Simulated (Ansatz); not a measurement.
**Cl2H2Sn: molecular dynamics**

Aim: follow the molecule's vibrations and see whether its bonds hold. The start is relaxed first. Runs: 500 steps of 0.5 fs at constant energy, with velocities drawn for 200 K. SMILES of the start: [Cl][SnH2][Cl].

All numbers below are computed with Ansatz 0.2.0 (RHF/def2-SVP).

## 1. The structure to begin with

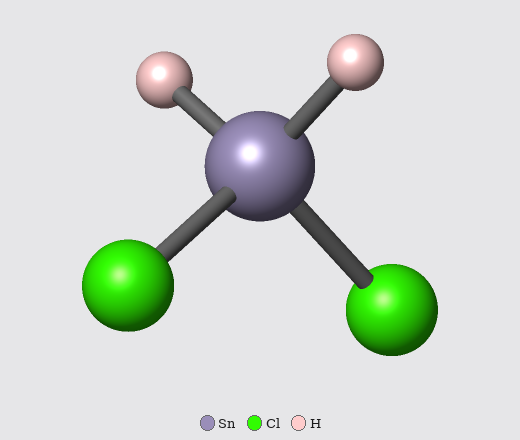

The starting structure, seen from a free direction (tin purple, chlorine green, hydrogen pink).

As a file:

```xyz
5

Sn    0.0000    0.0000    0.0000
Cl    0.0000    0.0000    2.4100
Cl    2.2726    0.0000   -0.8025
H    -0.8195    1.4198   -0.5794
H    -0.8195   -1.4198   -0.5794
```

## 2. Relaxing the start

input.yaml

```yaml
crystal:
  periodic: [false, false, false]
  atoms:
    - { symbol: Sn, position_ang: [0.0, 0.0, 0.0] }
    - { symbol: Cl, position_ang: [0.0, 0.0, 2.41] }
    - { symbol: Cl, position_ang: [2.2726, 0.0, -0.8025] }
    - { symbol: H, position_ang: [-0.8195, 1.4198, -0.5794] }
    - { symbol: H, position_ang: [-0.8195, -1.4198, -0.5794] }
basis:
  gaussian: { orbitals: def2-SVP }
hamiltonian:
  xc: hf
relax:
  f_tol: 0.02
  max_steps: 40
output:
  orbitals: {}
```

Run with:

```console
> ansatz run input.yaml --threads 1 --pin off --max-ram 2048MiB --backend cpu --events-out ev --progress --plain --runs-dir out
```

Standard output, cut to the lines that bear on the results:

```text
Warning: RAYON_NUM_THREADS=1 ignored (pool sized by the plan → 1); use --threads N
[...]
Functional definition: HF
[...]
817 factors; integrals over basis functions are off by at most 3.2e-4 eV
[...]
mean field -30838.45240353 eV, -1133.2922227758 hartree, gradient 2.5e-5 eV, S^2 0.000000; 0 other end points of the search recorded, 0 dependent functions left out
[...]
reference -30838.45240353 eV, -1133.2922227758 hartree; 29, 29 occupied and 43, 43 virtual orbitals, 817 factors
relax step   1: F+E_penalty+E_count = -30838.45240353 eV  Δ(F+E_penalty+E_count) = +0.000e0 eV  max|allowed force component| = 1.058e0 eV/Å  Δτ_max = 0.0000 Å  (26 SCF iters, accepted)
[...]
relax step   3: F+E_penalty+E_count = -30838.59504435 eV  Δ(F+E_penalty+E_count) = -1.197e-1 eV  max|allowed force component| = 8.141e-2 eV/Å  Δτ_max = 0.0999 Å  (25 SCF iters, accepted)
[...]
relax step   4: F+E_penalty+E_count = -30838.59625403 eV  Δ(F+E_penalty+E_count) = -1.210e-3 eV  max|allowed force component| = 1.600e-2 eV/Å  Δτ_max = 0.0172 Å  (27 SCF iters, accepted)
817 factors; integrals over basis functions are off by at most 2.8e-4 eV
mean field -30838.59625403 eV, -1133.2975091842 hartree, gradient 1.3e-5 eV, S^2 0.000000; 1 other end points of the search recorded, 0 dependent functions left out
[...]
reference -30838.59625403 eV, -1133.2975091842 hartree; 29, 29 occupied and 43, 43 virtual orbitals, 817 factors
Total energy: -30838.59625403 eV, -1133.2975091842 hartree
Atom 0 at    -0.043715    -0.000000    -0.030817 Å, force     0.016003     0.000000     0.011381 eV/Å
Atom 1 at     0.007377     0.000000     2.313544 Å, force     0.001246    -0.000000    -0.009405 eV/Å
Atom 2 at     2.183819     0.000000    -0.763422 Å, force    -0.008404     0.000000     0.004289 eV/Å
Atom 3 at    -0.756940     1.447559    -0.535302 Å, force    -0.004423     0.012060    -0.003132 eV/Å
Atom 4 at    -0.756940    -1.447559    -0.535302 Å, force    -0.004423    -0.012060    -0.003132 eV/Å
Dipole moment:    -0.520568     0.000000    -0.368222 e Å
```

Run time: 5.9 s. Hardware: 1 thread of Arm Neoverse V2, shared host; peak memory 0.14 GiB.

Relaxation path:

| step | energy from step 1 (eV) | largest force component (eV/Å) |
| --- | --- | --- |
| 1 | 0.0000 | 1.0575 |
| 2 | -0.0229 | 1.0186 |
| 3 | -0.1426 | 0.0814 |
| 4 | -0.1439 | 0.0160 |

Step 1 is the start.

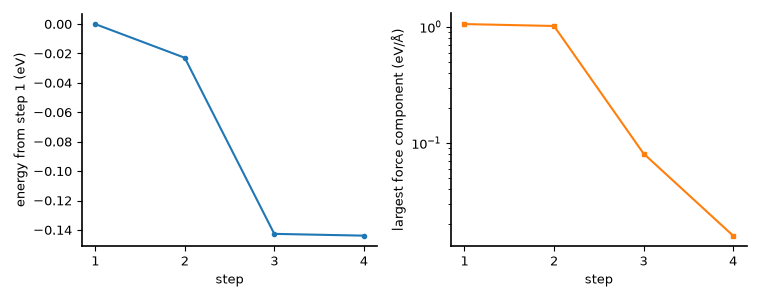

Energy and largest force along the relaxation.

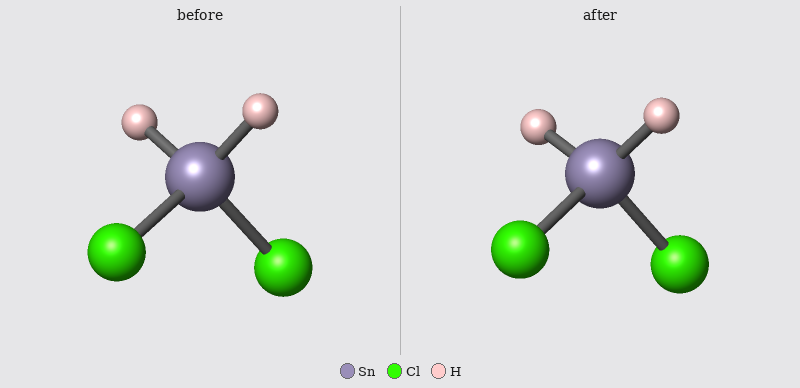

Before and after, at one scale.

After: Bond lengths: Sn1–Cl2 2.345 Å, Sn1–Cl3 2.345 Å, Sn1–H4 1.691 Å, Sn1–H5 1.691 Å. Angles: Cl2–Sn1–Cl3 107.0°, Cl2–Sn1–H4 107.9°, Cl2–Sn1–H5 107.9°, Cl3–Sn1–H4 107.9°, Cl3–Sn1–H5 107.9°, H4–Sn1–H5 117.8°.

## 3. The run

500 steps of 0.5 fs at constant energy, with velocities drawn for 200 K, from the relaxed start.

input.yaml

```yaml
crystal:
  periodic: [false, false, false]
  atoms:
    - { symbol: Sn, position_ang: [-0.043715, 0.0, -0.030817] }
    - { symbol: Cl, position_ang: [0.007377, 0.0, 2.313544] }
    - { symbol: Cl, position_ang: [2.183819, 0.0, -0.763422] }
    - { symbol: H, position_ang: [-0.75694, 1.447559, -0.535302] }
    - { symbol: H, position_ang: [-0.75694, -1.447559, -0.535302] }
basis:
  gaussian: { orbitals: def2-SVP }
hamiltonian:
  xc: hf
md:
  timestep: 0.5
  n_steps: 500
  ensemble: nve
  temperature: 200.0
  initial_velocities: maxwell_boltzmann
  seed: 857577
```

Run with:

```console
> ansatz run input.yaml --threads 1 --pin off --max-ram 2048MiB --backend cpu --events-out ev --progress --plain --runs-dir out
```

Standard output, cut to the lines that bear on the results:

```text
Warning: RAYON_NUM_THREADS=1 ignored (pool sized by the plan → 1); use --threads N
[...]
[... 1 set-up line as earlier in the session ...]
[...]
815 factors; integrals over basis functions are off by at most 2.9e-4 eV
[...]
mean field -30838.59625072 eV, -1133.2975090627 hartree, gradient 1.5e-5 eV, S^2 0.000000; 0 other end points of the search recorded, 0 dependent functions left out
[...]
reference -30838.59625072 eV, -1133.2975090627 hartree; 29, 29 occupied and 43, 43 virtual orbitals, 815 factors
md step     0: t =     0.00 fs  T =   200.0 K  F+E_penalty+E_count = -30838.59625072 eV  E_kin = 0.077556 eV  conserved = -30838.51869472 eV  (26 SCF iters)
[...]
md step    20: t =    10.00 fs  T =    45.4 K  F+E_penalty+E_count = -30838.53621022 eV  E_kin = 0.017615 eV  conserved = -30838.51859523 eV  (26 SCF iters)
[...]
md step    40: t =    20.00 fs  T =    91.6 K  F+E_penalty+E_count = -30838.55415971 eV  E_kin = 0.035539 eV  conserved = -30838.51862058 eV  (19 SCF iters)
[...]
md step    60: t =    30.00 fs  T =    98.3 K  F+E_penalty+E_count = -30838.55678021 eV  E_kin = 0.038134 eV  conserved = -30838.51864599 eV  (26 SCF iters)
[...]
md step    80: t =    40.00 fs  T =   141.4 K  F+E_penalty+E_count = -30838.57349398 eV  E_kin = 0.054830 eV  conserved = -30838.51866374 eV  (26 SCF iters)
md step    81: t =    40.50 fs  T =   142.9 K  F+E_penalty+E_count = -30838.57405356 eV  E_kin = 0.055397 eV  conserved = -30838.51865615 eV  (26 SCF iters)
md step    82: t =    41.00 fs  T =   143.4 K  F+E_penalty+E_count = -30838.57426880 eV  E_kin = 0.055622 eV  conserved = -30838.51864706 eV  (26 SCF iters)
```

## 4. More of the same log: dynamics from the start

Output, continued, cut to the lines that bear on the results:

```text
md step    83: t =    41.50 fs  T =   143.5 K  F+E_penalty+E_count = -30838.57428117 eV  E_kin = 0.055643 eV  conserved = -30838.51863804 eV  (27 SCF iters)
[...]
md step   108: t =    54.00 fs  T =    39.4 K  F+E_penalty+E_count = -30838.53391430 eV  E_kin = 0.015280 eV  conserved = -30838.51863455 eV  (27 SCF iters)
[...]
md step   133: t =    66.50 fs  T =   138.1 K  F+E_penalty+E_count = -30838.57219373 eV  E_kin = 0.053566 eV  conserved = -30838.51862765 eV  (27 SCF iters)
[...]
md step   158: t =    79.00 fs  T =    81.4 K  F+E_penalty+E_count = -30838.55020401 eV  E_kin = 0.031558 eV  conserved = -30838.51864634 eV  (26 SCF iters)
[...]
md step   183: t =    91.50 fs  T =   111.5 K  F+E_penalty+E_count = -30838.56185803 eV  E_kin = 0.043232 eV  conserved = -30838.51862577 eV  (20 SCF iters)
md step   184: t =    92.00 fs  T =   110.6 K  F+E_penalty+E_count = -30838.56152785 eV  E_kin = 0.042896 eV  conserved = -30838.51863212 eV  (20 SCF iters)
md step   185: t =    92.50 fs  T =   109.9 K  F+E_penalty+E_count = -30838.56124059 eV  E_kin = 0.042600 eV  conserved = -30838.51864069 eV  (27 SCF iters)
```

## 5. More of the same log: dynamics from the start

The log, continued, cut to the lines that bear on the results:

```text
md step   186: t =    93.00 fs  T =   108.8 K  F+E_penalty+E_count = -30838.56085984 eV  E_kin = 0.042210 eV  conserved = -30838.51865024 eV  (27 SCF iters)
[...]
md step   207: t =   103.50 fs  T =    74.1 K  F+E_penalty+E_count = -30838.54739540 eV  E_kin = 0.028749 eV  conserved = -30838.51864645 eV  (26 SCF iters)
[...]
md step   228: t =   114.00 fs  T =   157.1 K  F+E_penalty+E_count = -30838.57957446 eV  E_kin = 0.060939 eV  conserved = -30838.51863566 eV  (27 SCF iters)
[...]
md step   249: t =   124.50 fs  T =    43.8 K  F+E_penalty+E_count = -30838.53557299 eV  E_kin = 0.016966 eV  conserved = -30838.51860692 eV  (27 SCF iters)
[...]
md step   499: t =   249.50 fs  T =   128.8 K  F+E_penalty+E_count = -30838.56856861 eV  E_kin = 0.049955 eV  conserved = -30838.51861398 eV  (20 SCF iters)
[...]
md step   500: t =   250.00 fs  T =   128.0 K  F+E_penalty+E_count = -30838.56824052 eV  E_kin = 0.049629 eV  conserved = -30838.51861178 eV  (26 SCF iters)
Total energy: -30838.56824052 eV, -1133.2964797068 hartree
Atom 0 at    -0.045914     0.000839    -0.034786 Å, force    -0.107999     0.319603     0.193127 eV/Å
Atom 1 at     0.014933     0.000499     2.310610 Å, force     0.009195    -0.008348     0.064925 eV/Å
Atom 2 at     2.182274    -0.003016    -0.750948 Å, force     0.055820     0.088469    -0.071542 eV/Å
Atom 3 at    -0.797194     1.490690    -0.450405 Å, force     0.190654    -0.467487    -0.066762 eV/Å
Atom 4 at    -0.669129    -1.500968    -0.488328 Å, force    -0.147671     0.067763    -0.119748 eV/Å
Dipole moment:    -0.537101     0.004608    -0.422274 e Å
```

Run time: 9.9 min. Hardware: 1 thread of Arm Neoverse V2, shared host; peak memory 0.14 GiB.

## 6. The trajectory

One step in 36; energies are changes from step 0:

| time (fs) | T (K) | potential energy change (meV/atom) | total energy change (meV/atom) |
| --- | --- | --- | --- |
| 0.0 | 200 | 0.0 | 0.00 |
| 18.0 | 71 | 10.0 | 0.02 |
| 36.0 | 95 | 8.2 | 0.02 |
| 54.0 | 39 | 12.5 | 0.01 |
| 72.0 | 143 | 4.4 | 0.01 |
| 90.0 | 117 | 6.5 | 0.01 |
| 108.0 | 121 | 6.1 | 0.01 |
| 126.0 | 55 | 11.3 | 0.01 |
| 144.0 | 98 | 7.9 | 0.01 |
| 162.0 | 76 | 9.6 | 0.02 |
| 180.0 | 157 | 3.3 | 0.01 |
| 198.0 | 86 | 8.9 | 0.01 |
| 216.0 | 115 | 6.6 | 0.01 |
| 234.0 | 38 | 12.6 | 0.02 |
| 250.0 | 128 | 5.6 | 0.02 |

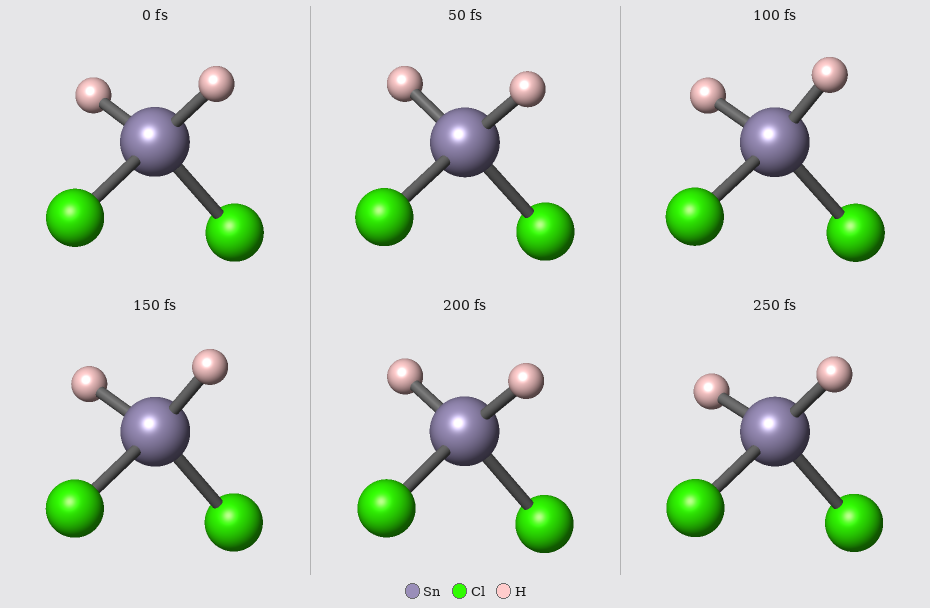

The system at six times, viewed from a free direction. Sticks join atoms within a bonding distance in each frame.

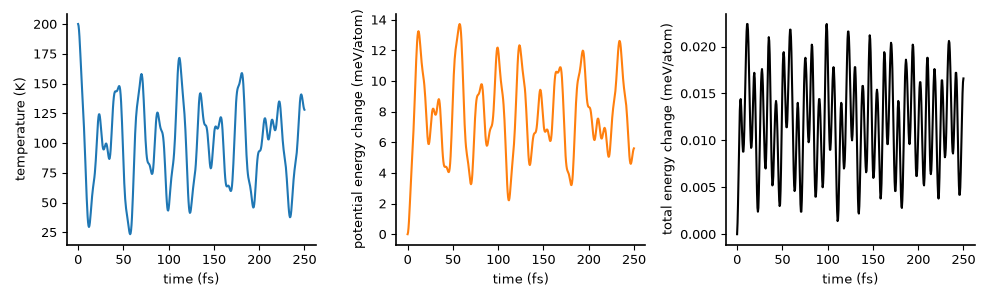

Time series of the run, each on its own scale.

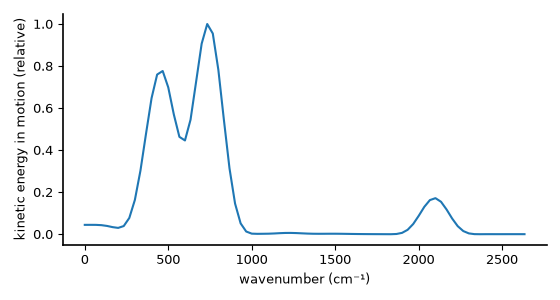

Power spectrum of the mass-weighted velocities; a run of 250 fs resolves no finer than about 270 cm⁻¹.

Maxima of the velocity power spectrum (cm⁻¹, relative height; resolution about 270 cm⁻¹): 470 (78), 730 (100), 2100 (17).

## 7. Positions and forces

Extended XYZ, with forces in eV/Å:

```xyz
5
time_fs=31.0 T=100 dE=0.0390
Sn   -0.044    0.002   -0.023    0.558   -0.089   -0.345
Cl   -0.007   -0.002    2.307   -0.024    0.074    0.204
Cl    2.193   -0.003   -0.783   -0.094    0.080    0.113
H    -0.697    1.461   -0.581   -0.148   -0.126    0.066
H    -0.584   -1.523   -0.500   -0.292    0.061   -0.038
5
time_fs=62.5 T=98 dE=0.0395
Sn   -0.031   -0.004   -0.032   -0.657    0.465    0.433
Cl   -0.016    0.005    2.333    0.095   -0.138   -0.272
Cl    2.168    0.004   -0.781    0.213   -0.107   -0.074
H    -0.748    1.488   -0.428    0.145   -0.081   -0.089
H    -0.910   -1.345   -0.572    0.205   -0.139    0.002
5
time_fs=94.0 T=105 dE=0.0370
Sn   -0.040    0.005   -0.022   -0.065   -0.317   -0.411
Cl   -0.011   -0.006    2.309    0.056    0.179    0.176
Cl    2.194   -0.005   -0.786   -0.290    0.115    0.123
H    -0.899    1.333   -0.651    0.243    0.037    0.171
H    -0.719   -1.490   -0.445    0.057   -0.014   -0.058
5
time_fs=125.0 T=47 dE=0.0595
Sn   -0.045   -0.005   -0.029    0.381    0.681   -0.079
Cl    0.004    0.006    2.315   -0.057   -0.182   -0.014
Cl    2.183    0.004   -0.769    0.122   -0.125    0.024
H    -0.548    1.574   -0.440   -0.242   -0.361   -0.028
H    -0.723   -1.412   -0.656   -0.203   -0.014    0.096
5
time_fs=156.0 T=117 dE=0.0322
Sn   -0.043    0.004   -0.038   -0.472   -0.023    0.370
Cl    0.019   -0.005    2.320    0.011    0.168   -0.152
Cl    2.173   -0.004   -0.747    0.202    0.087   -0.132
H    -0.865    1.403   -0.593    0.272   -0.272    0.117
H    -0.716   -1.509   -0.388   -0.014    0.040   -0.203
5
time_fs=187.5 T=74 dE=0.0489
Sn   -0.054   -0.003   -0.030   -0.082    0.623   -0.538
Cl    0.028    0.005    2.294   -0.008   -0.123    0.268
Cl    2.203    0.001   -0.746   -0.434   -0.040    0.071
H    -0.830    1.464   -0.494    0.346   -0.263    0.089
H    -0.889   -1.340   -0.645    0.178   -0.198    0.110
5
time_fs=219.0 T=115 dE=0.0329
Sn   -0.049    0.001   -0.039   -0.023    0.316    0.025
Cl    0.029   -0.001    2.319   -0.110    0.083   -0.252
Cl    2.175   -0.001   -0.738    0.307   -0.007   -0.078
H    -0.692    1.471   -0.658   -0.005   -0.408    0.304
H    -0.687   -1.484   -0.523   -0.169    0.016    0.001
5
time_fs=250.0 T=128 dE=0.0280
Sn   -0.046    0.001   -0.035   -0.108    0.320    0.193
Cl    0.015    0.001    2.311    0.009   -0.008    0.065
Cl    2.182   -0.003   -0.751    0.056    0.088   -0.071
H    -0.797    1.491   -0.450    0.191   -0.468   -0.067
H    -0.669   -1.501   -0.488   -0.148    0.068   -0.120
```

## 8. Outcome

| quantity | value |
| --- | --- |
| relaxation of the start | 3 moves, 0.144 eV lower |
| length | 500 steps of 0.5 fs |
| temperature, first and last step | 200 and 128 K |
| temperature, second half | mean 99 K, from 38 to 159 K |
| potential energy, second half | +8 meV/atom from the start |
| largest change of the total energy | 0.02 meV/atom |
| bonds formed or broken | 0 |

**Reading.** The temperature starts at 200 K and averages 99 K in the second half, where it ranges from 38 to 159 K; a mean near half the start is what vibrations about a minimum give, since they share energy equally between motion and strain. The total energy strays from its start by at most 0.02 meV/atom, 0.3 % of the mean kinetic energy, so a step of 0.5 fs is short enough over this time. No bond forms or breaks. A run of 250 fs with 5 atoms shows the motion but fixes no equilibrium value. The nuclei move classically, without zero-point motion, which matters most for hydrogen.
